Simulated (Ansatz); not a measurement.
**Bands, cutoff and cost in G0W0 for GeH5CBr3N2 (CH(NH2)2GeBr3)**

Aim: see how the G0W0 gap of GeH5CBr3N2 (CH(NH2)2GeBr3) on PBE moves with empty bands and screening cutoff, and what each rung costs.

Method: G0W0 on PBE, plane waves, PAW, in Ansatz 0.2.0.

The structure was built from a prototype and need not be the compound's stable phase.

## 1. The starting structure

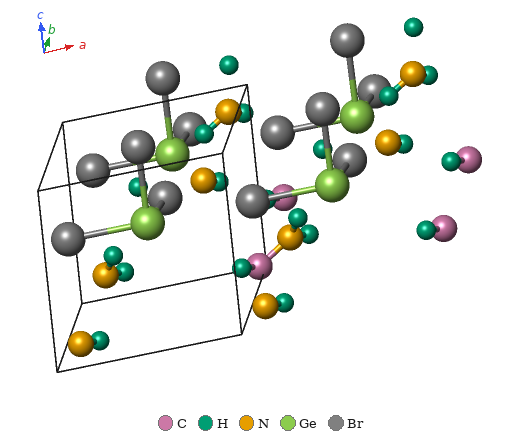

Start, viewed slightly off an axis; carbon pink, hydrogen teal, nitrogen orange, germanium green, bromine grey. 2×2×1 cells are drawn. Bonds to atoms that aren't drawn are left out.

The structure was relaxed with PBE-D3(BJ). The runs that relaxed it are not among those shown. The default PAW set here is soft_2. Its files were made with PBE.

## 2. 216 empty bands, screening to 60 eV

Now the one-shot GW correction: screening in the RPA, then the self-energy of the levels asked for.

Contents of input.yaml:

```yaml
crystal:
  lattice:
    - [5.9417565989, -0.0551884511, 0.4964359377]
    - [-0.0551884511, 5.8619710545, 0.0465831515]
    - [0.4964359377, 0.0465831515, 5.9399761237]
  atoms:
    - { symbol: C, position: [-0.0277864689, 0.9342290028, 0.028094965] }
    - { symbol: H, position: [-0.0930231544, 0.7675167529, 0.094931968] }
    - { symbol: "N", position: [0.8799000862, 0.0262781902, 0.8644693122] }
    - { symbol: "N", position: [0.1371778016, 0.0285304112, 0.1172269404] }
    - { symbol: H, position: [0.7538193666, 0.9416171918, -0.1987364375] }
    - { symbol: H, position: [0.202875516, 0.9459863878, 0.2427322448] }
    - { symbol: H, position: [0.9344465668, 0.1797635521, 0.7876829357] }
    - { symbol: H, position: [0.2123803387, 0.1824108012, 1.061338748] }
    - { symbol: Ge, position: [0.4743475668, 0.527988309, 0.5245814029] }
    - { symbol: Br, position: [0.4689318564, 0.5108296657, -0.048604875] }
    - { symbol: Br, position: [0.5079560114, -0.0380692697, 0.4913735585] }
    - { symbol: Br, position: [0.0478425875, 0.5081694063, 0.5319723493] }
kpoints:
  mp_grid: { grid: [4, 4, 4] }
hamiltonian:
  xc: pbe
scf:
  occupations: { method: fixed }
gw:
  n_empty_bands: 216
  ecut_chi: 60
  qp_bands: [v4, c4]
  qp_kpoints: band_edges
  screening: { model: contour_deformation }
```

Launch:

```
ansatz run input.yaml --threads 3 --pin off --max-ram 92160MiB --backend cuda --events-out ev --progress --plain --runs-dir out --devices 1 --max-vram 13GiB  # rebuilt from the run's record
```

Numbers of over 12 decimals in the logs are rounded to 6 here.

The log of the run:

```text
GPUs: using 1 of 1 available (devices: 1).
Engine: ansatz 0.2.0, x86_64-unknown-linux-gnu
Pseudopotentials: kind: paw
Pseudopotential: C, paw, valence charge 4, recommended cutoff 420 eV (normal), C.paw.azcp
Pseudopotential: H, paw, valence charge 1, recommended cutoff 420 eV (normal), H.paw.azcp
Pseudopotential: N, paw, valence charge 5, recommended cutoff 420 eV (normal), N.paw.azcp
Pseudopotential: Ge, paw, valence charge 14, recommended cutoff 420 eV (normal), Ge.paw.azcp
Pseudopotential: Br, paw, valence charge 7, recommended cutoff 420 eV (normal), Br.paw.azcp
Functional definition: PBE
  parameter kappa = 0.804
  parameter beta = 0.066725
  exchange = pbe_x(kappa = kappa, mu = beta*pi^2/3)
  correlation = pbe_c(beta = beta)
device memory: the entry about to start is reckoned to put 2.5 GiB on a device that reports 60.0 GiB free (of which the cap on the GPU budget leaves the run 13.0 GiB)
GPU FFT provider: cuFFT
GPU libraries: cuBLAS 13.8.2, cuFFT 12.4.0, cuSOLVER 12.3.4
Crystal: 12 atoms, lattice volume = 205.414 Å³
Basis set: ecut = 420 eV, 3999 PW (Γ)
Bands: 39, of which v1, the nominal top of the filled ones, is band 27 counted from 1 (26 counted from 0)
Symmetry: 1 space group operations
Space group: P1 (ITA 1), of the structure as read, at distance tolerance 5.9e-5 Å
k-points: 36 of 64 (time reversal used)
Non-local potential: C, projectors of the file, l = 0: 2, l = 1: 2, l = 2: 1
Non-local potential: H, projectors of the file, l = 0: 2, l = 1: 1
Non-local potential: N, projectors of the file, l = 0: 2, l = 1: 2, l = 2: 1
Non-local potential: Ge, projectors of the file, l = 0: 2, l = 1: 2, l = 2: 3, l = 3: 1
Non-local potential: Br, projectors of the file, l = 0: 2, l = 1: 2, l = 2: 2
PAW form: soft (Blöchl's): semilocal exchange-correlation on the pseudo side does not see the compensation charge
PAW one-centre angular grid: C, 110 points (default); XC on 64 Gauss nodes
PAW one-centre angular grid: H, 110 points (default); XC on 64 Gauss nodes
PAW one-centre angular grid: N, 110 points (default); XC on 64 Gauss nodes
PAW one-centre angular grid: Ge, 590 points (default); XC on 64 Gauss nodes
PAW one-centre angular grid: Br, 110 points (default); XC on 64 Gauss nodes
Initial density: superposition of atomic densities (neutral atoms: chi_scale 0, normalization atom), corrected by the library's trained network
Initial wavefunctions: pseudopotential atomic-orbital guess
GPU buffer pool allocated for 64000 grid points (all kernels)
GPU transforms: local potential and band sums: pruned to the plane-wave sphere, on 40×40×40
Functional: x = pbe(κ = 0.804, μ = 0.219515), c = pbe(β = 0.066725)
SCF iter   1: F=—  HF=-13747.901351 eV  |F-HF|=—  |Δ(HF+E_count)|=         —  Δρ=3.15e-3  dr2=3.21e-2  ethr=1.77e-3  ⟨swp⟩=5.1  Hψ=5310  notcnv=0  defer=355
preconditioner: auto → Resta (q_TF=auto, 2.184 Å⁻¹)  ε∞=2.8  [insulator: Δε(μ)=2.172 eV  Ē_g=12.562 eV  n_scr=32 (ndim 8)  ℏωp=16.8 eV  f_vac=0.082  ε∞_Penn≈2.8]
SCF iter   2: F=—  HF=-13747.893261 eV  |F-HF|=—  |Δ(HF+E_count)|=   8.09e-3  Δρ=1.43e-3  dr2=7.28e-3  ethr=5.94e-5  ⟨swp⟩=2.0  Hψ=2266  notcnv=0  defer=360
SCF iter   3: F=—  HF=-13747.891049 eV  |F-HF|=—  |Δ(HF+E_count)|=   2.21e-3  Δρ=4.38e-4  dr2=8.14e-4  ethr=1.35e-5  ⟨swp⟩=2.0  Hψ=1830  notcnv=0  defer=360
SCF iter   4: F=—  HF=-13747.890961 eV  |F-HF|=—  |Δ(HF+E_count)|=   8.78e-5  Δρ=2.37e-4  dr2=1.10e-4  ethr=1.51e-6  ⟨swp⟩=2.0  Hψ=1992  notcnv=0  defer=360
SCF iter   5: F=—  HF=-13747.890964 eV  |F-HF|=—  |Δ(HF+E_count)|=   3.19e-6  Δρ=8.38e-5  dr2=1.59e-5  ethr=2.04e-7  ⟨swp⟩=2.0  Hψ=1755  notcnv=0  defer=324
SCF iter   6: F=—  HF=-13747.890969 eV  |F-HF|=—  |Δ(HF+E_count)|=   4.52e-6  Δρ=1.55e-5  dr2=5.83e-7  ethr=2.94e-8  ⟨swp⟩=2.0  Hψ=1837  notcnv=0  defer=281
SCF iter   7: F=-13747.890970 eV  HF=-13747.890970 eV  |F-HF|=4.84e-8  |Δ(HF+E_count)|=   9.77e-7  Δρ=4.64e-6  dr2=5.31e-8  ethr=1.85e-10  ⟨swp⟩=12.6  Hψ=7851  notcnv=0
SCF 1 converged in 7 iterations: F = -13747.890970 eV  dr2 = 5.31e-8
  greatest PAW one-centre occupation: 0.998 electrons in one spin orbital (limit 2), on the Ge atom at site 8 (counted from 0), in its partial waves of l = 2
device memory: the entry about to start is reckoned to put 3.2 GiB (of the 3.4 GiB reckoned in all, the device holds 0.2 GiB already) on a device that reports 59.8 GiB free (of which the cap on the GPU budget leaves the run 12.9 GiB)
NSCF: frozen V_eff on 36 k-points
the band table was solved once the SCF had ended and its energy, with any forces and stress, was formed, with the checks that follow a solve (6067 applications of the Hamiltonian). They found nothing against the state; the energy, forces and stress were not computed again (output.eigenvalues in the input reference)
device memory: the entry about to start is reckoned to put 5.3 GiB on a device that reports 59.9 GiB free (of which the cap on the GPU budget leaves the run 13.0 GiB)
NSCF: frozen V_eff on 36 k-points
G₀W₀ screening: q 1/36
[... further progress lines ...]
SCF converged after 7 iterations
Free energy (F): -13747.890970 eV
Harris-Foulkes:  -13747.890970 eV  (|F-HF|=4.84e-8)
Internal energy: -13747.890970 eV  (E = F + TS)
E sigma→0 (E₀):  -13747.890970 eV
Fermi energy:    1.999613 eV
--- Per-component energies (eV) ---
  E_band       = -451.188713
  E_kinetic    = 930.743995
  E_local      = -4883.712274  (includes V_loc(G=0)·N_el)
  E_nonlocal   = 752.337452
  E_hartree    = 1887.888892
  E_xc         = -1077.499104
  E_vxc        = -638.712113  (∫ρ·V_xc dr)
  E_paw        = -9112.668467  (= ΣΔE_a)
  E_vpaw       = -387.615008  (= ΣTr[D̂ρ^β])
  E_aug_tail   = -0.005910  (compensation charges beyond the density's cutoff)
  E_ewald      = -2244.975553
  E_smearing   = -0.000000  (= −TS)
  E_closure    = -0.000000  (closes the sum)
  Σ components = -13747.890970   (vs F -13747.890970, Δ=0.00e0)
--- Band table (eV; the first three rows and the last of 36) ---
  k-point 0: bands = [... 23 lower, 0.3068, 0.4478, 0.4646, 0.9033, 5.3438, 6.3253, 7.0126, 7.3151, ... 8 higher]
  k-point 1: bands = [... 23 lower, 0.2918, 0.3845, 0.5093, 0.8998, 5.3702, 5.8900, 6.7403, 7.1146, ... 8 higher]
  k-point 2: bands = [... 23 lower, 0.3280, 0.4061, 0.5520, 0.9431, 4.7760, 5.3871, 6.9993, 7.0970, ... 8 higher]
  k-point 35: bands = [... 23 lower, 0.6637, 0.7778, 0.7804, 1.9996, 4.1552, 4.2611, 4.4171, 5.3613, ... 8 higher]
--- G₀W₀: contour deformation, 6 samples at zero and on the imaginary axis and 2 off it, 64 q-points, 216 empty bands' worth ---
  eigenvalues of the whole cell's RPA ε∞ on this k-mesh (on a slab, of 1 + 4πα/V) = 3.3126, 4.0791, 4.1220; static W/v taken at q = 0 is 0.261341
  gw.qp_kpoints: band_edges: 26 of 36 stored k-points solved, in 2 passes; an edge of the gap read off the rows below is read off those points alone
    valence top: of the k-points left out ik 11 came nearest to being solved in a further pass, in band 27 (counted from 1, as in the quasiparticle table): it holds the edge there only if its correction is more favourable than any solved in that band by at least 0.854 eV; those differ by 0.352 eV
    conduction bottom: of the k-points left out ik 11 came nearest to being solved in a further pass, in band 28 (counted from 1, as in the quasiparticle table): it holds the edge there only if its correction is more favourable than any solved in that band by at least 1.152 eV; those differ by 1.125 eV
  `?` marks the rows in doubt; gw_qp.tsv's column doubts and the gw_qp event give each row's grounds
    ik  band        ε_KS         Σx   Σc(E_QP)       V_xc       Z   E_QP_lin       E_QP  E_QP is
     0    24      0.3068   -19.2833     2.9218   -15.4093  0.7514    -0.6710    -0.6454  root
     0    25      0.4478   -19.3372     2.9133   -15.4560  0.7538    -0.5459    -0.5201  root
     0    26      0.4646   -19.2865     2.8967   -15.4241  0.7537    -0.5267    -0.5011  root
     0    27      0.9033   -19.1262     2.6091   -15.6582  0.7564     0.0255     0.0443  root
     0    28      5.3438    -8.6555    -3.6567   -14.1547  0.7902     7.2751     7.1863  root
     0    29      6.3253    -5.2867    -3.4491    -9.4297  0.8158     7.0279     7.0192  root
     0    30      7.0126    -8.6655    -4.0197   -13.5986  0.7500     7.9636     7.9261  root
     0    31      7.3151    -9.2647    -4.2348   -14.4279  0.7254     8.2809     8.2435  root
     2    24      0.3280   -19.2753     2.9278   -15.3749  0.7538    -0.6706    -0.6445  root
     2    25      0.4061   -19.1248     2.9371   -15.2009  0.7519    -0.6087    -0.5807  root
     2    26      0.5520   -19.4933     2.9252   -15.6215  0.7557    -0.4183    -0.3946  root
     2    27      0.9431   -18.1830     2.0541   -15.4162  0.7608     0.2189     0.2304  root
     2    28      4.7760    -8.4520    -3.2721   -12.4996  0.7827     5.5629     5.5515  root
     2    29      5.3871    -8.9419    -3.6946   -14.5262  0.7883     7.3750     7.2767  root
     2    30      6.9993    -8.8955    -4.0225   -13.8462  0.7477     7.9632     7.9274  root
     2    31      7.0970    -8.6380    -4.0046   -13.5221  0.7451     8.0088     7.9765  root
     5    24      0.3215   -19.1542     2.8839   -15.3055  0.7536    -0.6691    -0.6433  root
     5    25      0.5065   -19.4493     2.9584   -15.5377  0.7548    -0.4711    -0.4467  root
     5    26      0.5738   -19.3182     2.8817   -15.4754  0.7549    -0.4121    -0.3872  root
     5    27      1.1634   -17.9756     1.8694   -15.4444  0.7646     0.4925     0.5016  root
     5    28      4.6227    -8.3644    -3.2129   -12.3284  0.7851     5.3840     5.3737  root
     5    29      5.4232    -9.0829    -3.7136   -14.7122  0.7871     7.4432     7.3389  root ?
     5    30      5.8408    -9.0261    -3.5719   -13.4496  0.7678     6.7125     6.6924  root
     5    31      6.9032    -8.6518    -3.9238   -13.4653  0.7521     7.8242     7.7927  root
     7    24      0.3948   -19.0274     2.9836   -15.0357  0.7509    -0.6428    -0.6133  root
[...]
7    29      5.5131    -9.2529    -3.7881   -15.0181  0.7851     7.6110     7.4903  root ?
[...]
9    30      5.4675    -9.2295    -3.7445   -14.9276  0.7857     7.5348     7.4211  root ?
[...]
29    29      5.4147    -9.0669    -3.7081   -14.6846  0.7872     7.4272     7.3243  root ?
[...]
33    30      5.4616    -9.2178    -3.7404   -14.9076  0.7858     7.5236     7.4110  root ?
[...]
34    31      5.6090    -8.9628    -3.5169   -13.5136  0.7754     6.6697     6.6428  root
    35    24      0.6637   -19.6526     2.8475   -15.8759  0.7583    -0.2874    -0.2656  root
    35    25      0.7778   -19.4523     2.8477   -15.6553  0.7562    -0.1951    -0.1714  root
    35    26      0.7804   -19.5287     2.8583   -15.7226  0.7565    -0.1908    -0.1674  root
    35    27      1.9996   -17.5642     1.3003   -15.7573  0.7747     1.4891     1.4930  root
    35    28      4.1552    -8.1767    -3.0935   -11.9929  0.7933     4.8865     4.8779  root
    35    29      4.2611    -7.8160    -3.1409   -11.6331  0.7897     4.9449     4.9373  root
    35    30      4.4171    -8.2219    -3.1265   -12.0466  0.7885     5.1236     5.1154  root
    35    31      5.3613    -8.9701    -3.7044   -14.5850  0.7877     7.3739     7.2718  root ?
```

Wall time 55 s (1 × NVIDIA H100 80GB HBM3 (shared by 6 runs) with 3 threads of AMD EPYC 7R13 (Zen 3), shared host); peak memory 2 GiB; 1.7 min of CPU time.

This step gave:

- bands summed: 243
- RPA ε∞ on this mesh (eigenvalues): 3.313, 4.079, 4.122
- plane waves in the screening matrix: 223
- q-points in the mesh: 64
- G0W0 gap on the mesh: 3.385 eV
- k of the valence top: -0.5, -0.5, -0.5
- k of the conduction bottom: -0.5, -0.5, -0.5
- starting gap on the mesh: 2.156 eV
- Z at the valence top: 0.7747
- Z at the conduction bottom: 0.7933
- least direct G0W0 gap on the computed points: 3.385 eV

The gap on the mesh goes from 2.16 eV to 3.38 eV, a correction of +1.23 eV. Between the two edge states, bare exchange in place of the xc potential would open the gap by 5.62 eV, and correlation takes back 4.39 eV.

## 3. 856 empty bands, screening to 150 eV

Another rung: the empty bands reach about as high as the screening cutoff, so the two stay in balance.

input.yaml: that of step 2 with these lines changed.

```diff
@@ -25,4 +25,4 @@
 gw:
-  n_empty_bands: 216
-  ecut_chi: 60
+  n_empty_bands: 856
+  ecut_chi: 150.0
   qp_bands: [v4, c4]
```

The log of the run:

```text
GPUs: using 1 of 1 available (devices: 1).
[...]
GPU FFT provider: cuFFT
GPU libraries: cuBLAS 13.8.2, cuFFT 12.4.0, cuSOLVER 12.3.4
Crystal: 12 atoms, lattice volume = 205.414 Å³
Basis set: ecut = 420 eV, 3999 PW (Γ)
Bands: 39, of which v1, the nominal top of the filled ones, is band 27 counted from 1 (26 counted from 0)
[... 1 set-up line as in the run before ...]
[...]
k-points: 36 of 64 (time reversal used)
[...]
GPU buffer pool allocated for 64000 grid points (all kernels)
[...]
SCF iter   1: F=—  HF=-13747.901351 eV  |F-HF|=—  |Δ(HF+E_count)|=         —  Δρ=3.15e-3  dr2=3.21e-2  ethr=1.77e-3  ⟨swp⟩=5.1  Hψ=5310  notcnv=0  defer=355
[...]
SCF iter   7: F=-13747.890970 eV  HF=-13747.890970 eV  |F-HF|=4.84e-8  |Δ(HF+E_count)|=   9.77e-7  Δρ=4.64e-6  dr2=5.31e-8  ethr=1.85e-10  ⟨swp⟩=12.6  Hψ=7851  notcnv=0
SCF 1 converged in 7 iterations: F = -13747.890970 eV  dr2 = 5.31e-8
[...]
NSCF: frozen V_eff on 36 k-points
[...]
G₀W₀ screening: q 1/36
[... further progress lines ...]
SCF converged after 7 iterations
Free energy (F): -13747.890970 eV
[...]
Internal energy: -13747.890970 eV  (E = F + TS)
E sigma→0 (E₀):  -13747.890970 eV
Fermi energy:    1.999613 eV
[...]
--- Band table (eV; the first three rows and the last of 36) ---
  k-point 0: bands = [... 23 lower, 0.3068, 0.4478, 0.4646, 0.9033, 5.3438, 6.3253, 7.0126, 7.3151, ... 8 higher]
  k-point 1: bands = [... 23 lower, 0.2918, 0.3845, 0.5093, 0.8998, 5.3702, 5.8900, 6.7403, 7.1146, ... 8 higher]
  k-point 2: bands = [... 23 lower, 0.3280, 0.4061, 0.5520, 0.9431, 4.7760, 5.3871, 6.9993, 7.0970, ... 8 higher]
  k-point 35: bands = [... 23 lower, 0.6637, 0.7778, 0.7804, 1.9996, 4.1552, 4.2611, 4.4171, 5.3613, ... 8 higher]
[...]
0    24      0.3068   -19.2833     2.5377   -15.4093  0.7467    -1.0861    -1.0296  root
     0    25      0.4478   -19.3372     2.5225   -15.4560  0.7491    -0.9678    -0.9109  root
     0    26      0.4646   -19.2865     2.5084   -15.4241  0.7489    -0.9456    -0.8894  root
     0    27      0.9033   -19.1262     2.2015   -15.6582  0.7514    -0.4093    -0.3633  root
     0    28      5.3438    -8.6555    -4.1069   -14.1547  0.7816     6.7765     6.7362  root
     0    29      6.3253    -5.2867    -3.6223    -9.4297  0.8135     6.8507     6.8461  root
     0    30      7.0126    -8.6655    -4.3545   -13.5986  0.7472     7.6053     7.5911  root
     0    31      7.3151    -9.2647    -4.6022   -14.4279  0.7223     7.8923     7.8760  root
[...]
35    28      4.1552    -8.1767    -3.3926   -11.9929  0.7913     4.5816     4.5788  root
    35    29      4.2611    -7.8160    -3.4065   -11.6331  0.7880     4.6744     4.6718  root
    35    30      4.4171    -8.2219    -3.4090   -12.0466  0.7867     4.8356     4.8329  root
    35    31      5.3613    -8.9701    -4.1705   -14.5850  0.7788     6.8503     6.8057  root
```

Elapsed: 5.1 min, on 1 × NVIDIA H100 80GB HBM3 (shared by 6 runs) with 3 threads; peak memory 7.4 GiB.

Numbers from this step:

| Item | Value |
| --- | --- |
| bands summed | 883 |
| RPA ε∞ on this mesh (eigenvalues) | 3.302, 4.046, 4.092 |
| plane waves in the screening matrix | 851 |
| q-points in the mesh | 64 |
| G0W0 gap on the mesh | 3.568 eV |
| k of the valence top | -0.5, -0.5, -0.5 |
| k of the conduction bottom | -0.5, -0.5, -0.5 |
| starting gap on the mesh | 2.156 eV |
| Z at the valence top | 0.7704 |
| Z at the conduction bottom | 0.7913 |
| least direct G0W0 gap on the computed points | 3.568 eV |

Against the run with 4×4×4 mesh, 216 empty bands, screening to 60 eV, the gap moves by +0.18 eV.

## 4. Side by side

Times are wall times on 1 × NVIDIA H100 80GB HBM3 (shared by 6 runs) with 3 threads of AMD EPYC 7R13 (Zen 3), shared host, good to a factor of about two.

| mesh | files | frequency | bands summed | cutoff (eV) | start (eV) | G0W0 (eV) | time | host memory (GiB) |
| --- | --- | --- | --- | --- | --- | --- | --- | --- |
| 4×4×4 | default PAW | contour deformation | 243 | 60 | 2.156 | 3.385 | 55 s | 2.0 |
| 4×4×4 | default PAW | contour deformation | 883 | 150 | 2.156 | 3.568 | 5.1 min | 7.4 |

How the two edges are built up, in eV (the quasiparticle level is the starting level plus Σx plus Σc less Vxc):

| run | edge | start | Σx | Σc | Vxc | Z | QP |
| --- | --- | --- | --- | --- | --- | --- | --- |
| 243 bands | valence top | 2.00 | -17.56 | 1.30 | -15.76 | 0.77 | 1.49 |
| 243 bands | conduction bottom | 4.16 | -8.18 | -3.09 | -11.99 | 0.79 | 4.88 |
| 883 bands | valence top | 2.00 | -17.56 | 0.82 | -15.76 | 0.77 | 1.01 |
| 883 bands | conduction bottom | 4.16 | -8.18 | -3.39 | -11.99 | 0.79 | 4.58 |

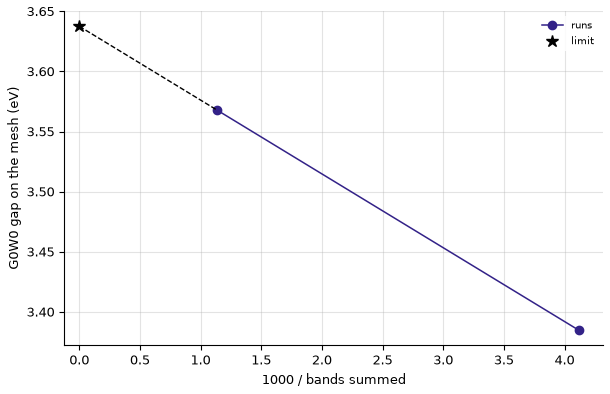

The gap against one over the number of bands; the dashed line carries the two highest rungs to the limit.

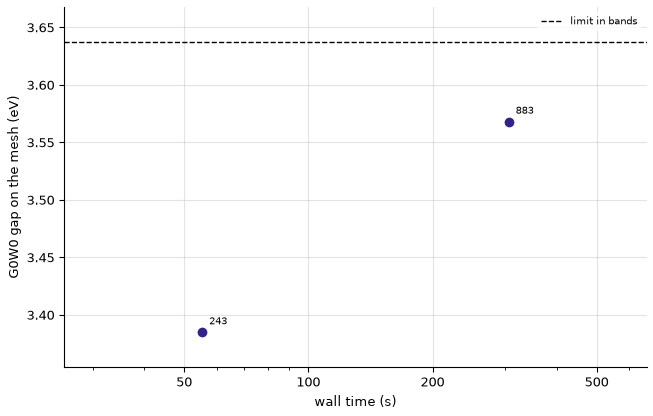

Result against wall time.

## 5. Results

```yaml
243_bands_60_ev: 3.385 eV
883_bands_150_ev: 3.568 eV
estimated_limit_in_bands_and_cutoff: 3.64 eV
mesh_and_start: 4×4×4, PBE
```

In words: A line in one over the bands through the two rungs gives 3.64 eV, +0.07 eV from the top rung; with two points alone it is an unchecked estimate. The rungs stand 0.25 eV (243 bands) and 0.07 eV (883 bands) from it. From 243 to 883 bands the gap moves by +0.18 eV while the time grows 5.5-fold. Σc changes by −0.48 eV at the valence top and −0.30 eV at the conduction bottom, so the levels themselves move more than the gap between them. The many-body steps are scalar-relativistic: spin-orbit coupling is not in them.

[Paths, hosts, dates, memory and timing lines, banners, echoed tables and standing remarks are left out of the program output.]

[Logs are printed without paths, hosts, clocks, repeated set-up lines and the standing remarks that a program may print on its own settings, such as how far it seeks lower states.]

[Runs of the session that timed out or met a known fault of the program may be left out.]

[Cells called generated may have been cut or substituted from an entry of the Crystallography Open Database or the Materials Project.]

[Hosts, paths, dates, database ids (printed as entryN), source tags and the programs' standing remarks are cut or masked in the printed files.]
